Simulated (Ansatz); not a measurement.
# BH₃O₂ + H₂S: a complex and its separated parts

Aim: how far the complex at one end of a reaction step lies below its separated, relaxed parts, level by level.

Computed with Ansatz 0.2.0, Gaussian basis. Level: PBE0-D4/def2-TZVP structures, single points in def2-TZVPP, no counterpoise correction.

Levels: SPW92, PBE-D4, BLYP-D4, r2SCAN-D4, B97M-V, PBE0-D4, B3LYP-D4, r2SCAN0-D4, BHLYP-D4, CAM-B3LYP-D4, wB97X-V, wB97M-V, B2PLYP, PBE-QIDH, RPA on PBE, Hartree-Fock, MP2, CCSD, CCSD(T).

Correlated methods freeze the cores. B3LYP uses VWN-RPA correlation. B2PLYP carries no dispersion term here.

96 further runs of the same task are left out: 2 that didn't finish, 94 set aside as unsound or not needed.

## Step 1: Starting geometry

The complex: 9 atoms, charge 0, spin multiplicity 1.

Atoms are counted from 1 here; the program's logs count them from 0.

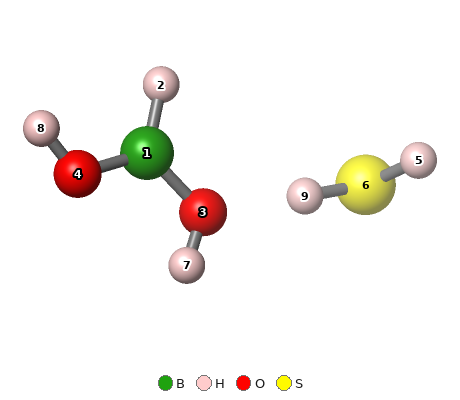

The starting geometry (boron green, hydrogen pink, oxygen red, sulfur yellow); atoms are numbered from 1 in the order of the file.

Geometry (Å):

| atom | x (Å) | y (Å) | z (Å) |
| --- | --- | --- | --- |
| B1 | 0.84273 | -0.89118 | -0.16787 |
| H2 | 1.10018 | -0.77961 | 0.99524 |
| O3 | -0.08343 | -0.05489 | -0.70345 |
| O4 | 1.43683 | -1.81494 | -0.97012 |
| H5 | -1.44687 | 2.99312 | 1.23918 |
| S6 | -2.26287 | 1.92916 | 1.26194 |
| H7 | -0.23156 | -0.21640 | -1.64117 |
| H8 | 2.07551 | -2.36349 | -0.51180 |
| H9 | -1.43062 | 1.19812 | 0.49795 |

Its parts: BH₃O₂ holds atoms 1, 2, 3, 4, 7, 8; H₂S holds atoms 5, 6, 9. Each part counts its atoms afresh in its own runs.

## Step 2: Relaxing BH₃O₂ alone

File relax-a/in.yaml:

```yaml
crystal:
  periodic: [false, false, false]
  atoms:
    - {symbol: B, position_ang: [0.842729, -0.891181, -0.167866]}
    - {symbol: H, position_ang: [1.100185, -0.779607, 0.995242]}
    - {symbol: O, position_ang: [-0.083431, -0.054886, -0.703452]}
    - {symbol: O, position_ang: [1.436830, -1.814941, -0.970123]}
    - {symbol: H, position_ang: [-0.231564, -0.216397, -1.641174]}
    - {symbol: H, position_ang: [2.075512, -2.363492, -0.511796]}
basis:
  gaussian: {orbitals: def2-TZVP}
hamiltonian: {xc: pbe0, dispersion: d4}
relax: {f_tol: 0.005, max_steps: 200}
```

The run is started by

```
ansatz run in.yaml --threads 4 --pin off --events-out ev --progress --plain --max-ram 9574MiB
```

Further steps of the session: Relaxing H₂S alone; SPW92/def2-TZVPP; PBE-D4/def2-TZVPP; BLYP-D4/def2-TZVPP; r2SCAN-D4/def2-TZVPP; B97M-V/def2-TZVPP; PBE0-D4/def2-TZVPP; B3LYP-D4/def2-TZVPP; r2SCAN0-D4/def2-TZVPP; BHLYP-D4/def2-TZVPP; CAM-B3LYP-D4/def2-TZVPP; wB97X-V/def2-TZVPP; wB97M-V/def2-TZVPP; B2PLYP/def2-TZVPP; PBE-QIDH/def2-TZVPP; RPA on PBE/def2-TZVPP; CCSD(T)/def2-TZVPP; Vibrations of BH₃O₂; Vibrations of H₂S.

What does the calculation give? Wanted: complex less parts, CCSD(T)/def2-TZVPP; with zero-point energy; largest T1 diagnostic.

**Answer**, as computed:

| quantity | value |
| --- | --- |
| complex less parts, CCSD(T)/def2-TZVPP | -9.9 kJ/mol |
| with zero-point energy | -6.1 kJ/mol |
| largest T1 diagnostic | 0.013 |

What this shows: At CCSD(T) the complex lies 9.9 kJ/mol below its parts. PBE-QIDH is the best functional here (+0.1 kJ/mol from CCSD(T)); SPW92 is the worst (-8.1 kJ/mol). Mean unsigned error by rung: LDA 8.1, GGA 2.0, meta-GGA 0.8, hybrid 1.5, range-separated hybrid 1.1, double hybrid 0.7 kJ/mol. PBE-D4 gives a relative energy 2.7 kJ/mol too low, an error of 27 % of the reference. No counterpoise was applied, and triple zeta lacks some correlation, so the CCSD(T) reference has a basis error of its own, and close matches with it are partly luck.
